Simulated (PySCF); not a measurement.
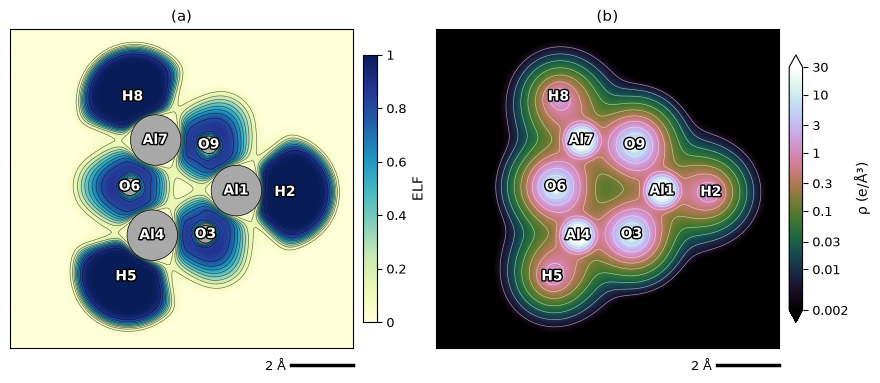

Al₃H₃O₃. (a) ELF; (b) electron density on the molecular plane. Grey discs cover the atomic cores in the ELF map.

Geometry: PBE0-D3(BJ)/def2-SVP.

Computed with PBE0/pcSseg-1 Al:pcSseg-2, SCF density, gas phase, non-relativistic (PySCF).

| atom | x (Å) | y (Å) | z (Å) |
| --- | --- | --- | --- |
| Al | -0.8549 | 0.3145 | 1.4998 |
| H | -1.6335 | 0.5991 | 2.8333 |
| O | -0.1421 | -1.2031 | 1.1381 |
| Al | 0.7257 | -1.5981 | -0.2875 |
| H | 1.3750 | -3.0064 | -0.5325 |
| O | 0.8265 | -0.3134 | -1.4196 |
| Al | 0.1731 | 1.2599 | -1.2213 |
| H | 0.3046 | 2.3870 | -2.3064 |
| O | -0.6416 | 1.4911 | 0.2704 |

Read the bonding off the picture.

- Atoms in the plane: Al, H and O.
- Al–O (1.71 Å): ρ at the midpoint is about 0.9 e/Å³; the ELF peaks at about 0.85 in the valence shell of O, 0.6 Å from its nucleus, and is about 0.50 at the midpoint.
- Al–H (1.57 Å): the density is about 0.58 e/Å³ at the midpoint; the ELF climbs to about 1 towards the hydrogen.
- The ELF also peaks beside O3, O6 and O9, away from the bonds: lone-pair regions.
